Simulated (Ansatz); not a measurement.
**Single-point calculation, with input and output: CH4BFTeZn**

System: CH4BFTeZn.
Method: RKS SPW92/def2-SVPD (Ansatz 0.2.0).

The geometry comes from this level: PBE0-D4/def2-TZVP. Figures and captions count atoms from 1; the log counts them from 0 in places.

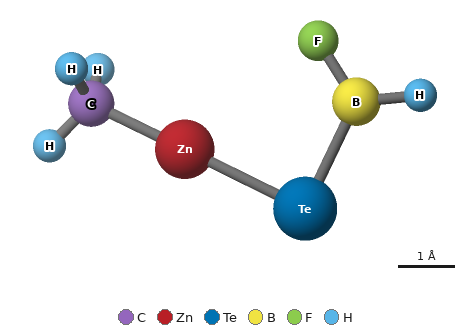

Figure 1. The structure as given in the input (ball-and-stick view, seen at a tilt). Sticks mark near contacts.

The input:
```yaml
crystal:
  periodic: [false, false, false]
  atoms:
    - {symbol: C, position_ang: [-0.756441, -1.374216, -1.574640]}
    - {symbol: Zn, position_ang: [0.405263, -0.745765, -0.150808]}
    - {symbol: Te, position_ang: [1.910300, 0.055583, 1.686251]}
    - {symbol: B, position_ang: [0.724968, 1.835694, 1.857387]}
    - {symbol: F, position_ang: [-0.331288, 2.041169, 1.077623]}
    - {symbol: H, position_ang: [-0.370924, -2.301066, -2.004328]}
    - {symbol: H, position_ang: [-1.760745, -1.560920, -1.189082]}
    - {symbol: H, position_ang: [-0.822000, -0.624783, -2.365991]}
    - {symbol: H, position_ang: [1.000866, 2.674313, 2.663579]}
basis:
  gaussian: {orbitals: def2-SVPD, final_grid: {core_spheres: 8, valence_spheres: 7, degree: 23}}
hamiltonian: {xc: {name: SPW92}}
accuracy: high
output: {forces: true}
```

Launched with:
```bash
ansatz run in.yaml --threads 4 --pin off --events-out ev --progress --plain --max-ram 10444MiB
```

Output:
```
Functional definition: SPW92
  name "SPW92"
  cite "Dirac, Proc. Camb. Phil. Soc. 26, 376 (1930) doi:10.1017/S0305004100016108"
  cite "Slater, Phys. Rev. 81, 385 (1951) doi:10.1103/PhysRev.81.385"
  cite "Perdew & Wang, Phys. Rev. B 45, 13244 (1992) doi:10.1103/PhysRevB.45.13244"
  exchange = slater_x
  correlation = pw_c
3433 factors; integrals over basis functions are off by at most 1.1e-8 eV
mean field evaluation 1: about -60061.0500 eV, gradient 8.9e1 eV
mean field evaluation 2: about -60012.3964 eV, gradient 1.6e2 eV
mean field evaluation 4: about -60075.1090 eV, gradient 2.3e1 eV
mean field evaluation 8: about -60076.2658 eV, gradient 5.5e-1 eV
mean field evaluation 16: about -60076.2618 eV, gradient 2.8e-4 eV
mean field -60076.26183603 eV, -2207.7619013212 hartree, gradient 1.1e-8 eV, S^2 0.000000; 0 other end points of the search recorded, 0 dependent functions left out
the calculation of the forces begins
reference -60076.26184218 eV, -2207.7619015471 hartree; 39, 39 occupied and 125, 125 virtual orbitals, 3433 factors
Total energy: -60076.26184218 eV, -2207.7619015471 hartree
Atom 0 at    -0.756441    -1.374216    -1.574640 Å, force     0.679867     0.359602     0.830730 eV/Å
Atom 1 at     0.405263    -0.745765    -0.150808 Å, force    -0.219363     0.003764    -0.191718 eV/Å
Atom 2 at     1.910300     0.055583     1.686251 Å, force    -0.189574    -0.001807    -0.164243 eV/Å
Atom 3 at     0.724968     1.835694     1.857387 Å, force     0.019084    -0.419285    -0.265201 eV/Å
Atom 4 at    -0.331288     2.041169     1.077623 Å, force    -0.093324    -0.083225    -0.134515 eV/Å
Atom 5 at    -0.370924    -2.301066    -2.004328 Å, force     0.206305    -0.479560    -0.214363 eV/Å
Atom 6 at    -1.760745    -1.560920    -1.189082 Å, force    -0.519053    -0.095092     0.211755 eV/Å
Atom 7 at    -0.822000    -0.624783    -2.365991 Å, force    -0.024305     0.395994    -0.409354 eV/Å
Atom 8 at     1.000866     2.674313     2.663579 Å, force     0.140362     0.319608     0.336908 eV/Å
Dipole moment:    -0.039622    -0.221136    -0.182455 e Å
```

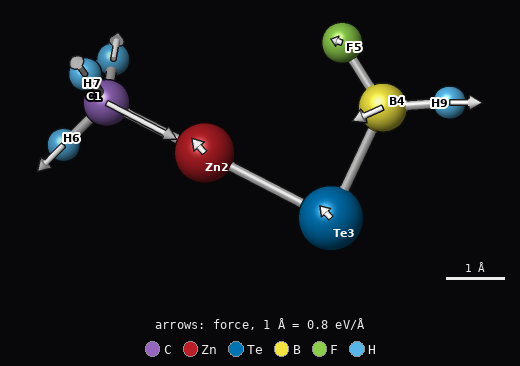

Figure 2. Forces on the atoms as white arrows (ball-and-stick view, seen at a tilt; atoms are numbered from 1 in the order of the input). The largest act on C1 (1.13 eV/Å); H7, H8 (0.57 eV/Å); H6 (0.56 eV/Å); B4 (0.50 eV/Å), among others. The geometry is not a stationary point of this energy.

Summary:

| quantity | value |
| --- | --- |
| outcome | converged |
| total energy | −60076.2618 eV |
| SCF solution under orbital rotations | stable |
| largest force (length of the vector) | 1.132 eV/Å |
| dipole moment | 1.39 D |
| hardware | 4 threads of Arm Neoverse V2, 23 GiB of memory available, shared host |
| wall time | 5.5 s (CPU time 20 s) |
| peak memory | 0.67 GiB |
